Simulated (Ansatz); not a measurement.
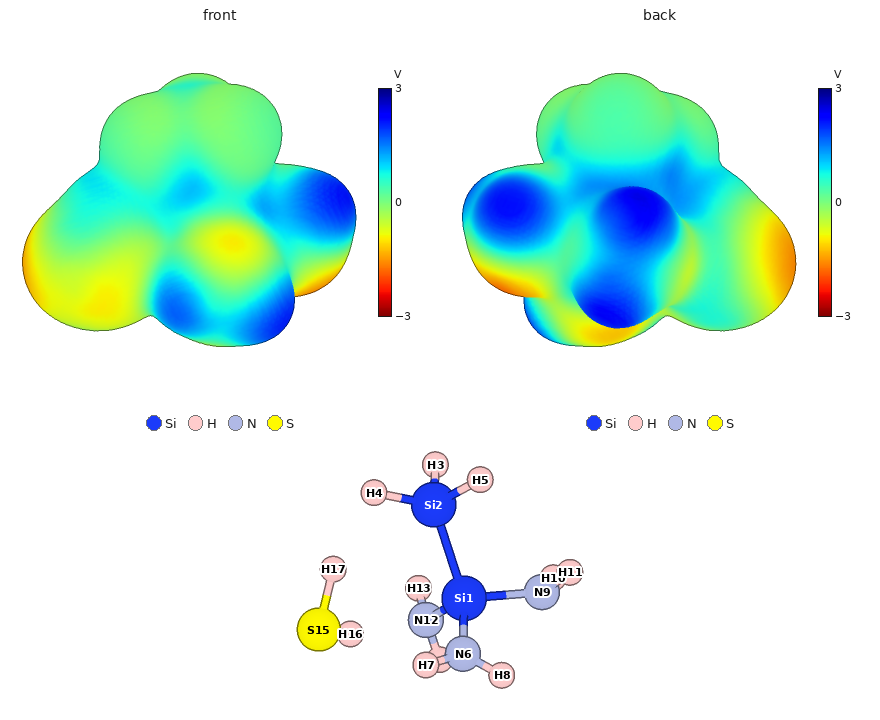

Figure 1: H$_{9}$N$_{3}$Si$_{2}$···H$_{2}$S. The molecular electrostatic potential painted on the density surface at 0.004 e/bohr³, seen from the front and from behind; the colour scale runs from red (negative) to blue (positive). The bare structure is drawn below in the same view.

Not at a stationary point (largest force 1.6 eV/Å).

Theory: RKS BLYP/6-31G* (Ansatz).

```yaml
atoms:
  - { symbol: Si, position_ang: [0.0253, -0.0631, 0.0711] }
  - { symbol: Si, position_ang: [-0.1385, 0.1034, 2.3224] }
  - { symbol: H, position_ang: [-1.5869, -0.0093, 2.7216] }
  - { symbol: H, position_ang: [0.6058, -0.8077, 3.2574] }
  - { symbol: H, position_ang: [0.2796, 1.4981, 2.6953] }
  - { symbol: N, position_ang: [1.5990, -0.0435, -0.6352] }
  - { symbol: H, position_ang: [2.3514, -0.6796, -0.3777] }
  - { symbol: H, position_ang: [1.8498, 0.6846, -1.3040] }
  - { symbol: N, position_ang: [-0.7052, 1.4147, -0.5766] }
  - { symbol: H, position_ang: [-1.7231, 1.4273, -0.6726] }
  - { symbol: H, position_ang: [-0.3871, 2.3221, -0.2244] }
  - { symbol: N, position_ang: [-0.9433, -1.4475, -0.4668] }
  - { symbol: H, position_ang: [-1.8396, -1.6320, -0.0056] }
  - { symbol: H, position_ang: [-1.0393, -1.5628, -1.4814] }
  - { symbol: S, position_ang: [1.6101, -2.9326, 0.9181] }
  - { symbol: H, position_ang: [0.4436, -2.7139, 0.2103] }
  - { symbol: H, position_ang: [1.1255, -2.2255, 2.0049] }
```

Question: Which sites attract a positive test charge, and which a negative one?

Answer: A positive charge is drawn to the negative regions and a negative charge to the positive ones. The most negative region (about −1.6 V, or −37 kcal/mol for a unit charge) lies over N9 and S15, the most positive (about +2.3 V, or +53 kcal/mol for a unit charge) over H13 and H14.
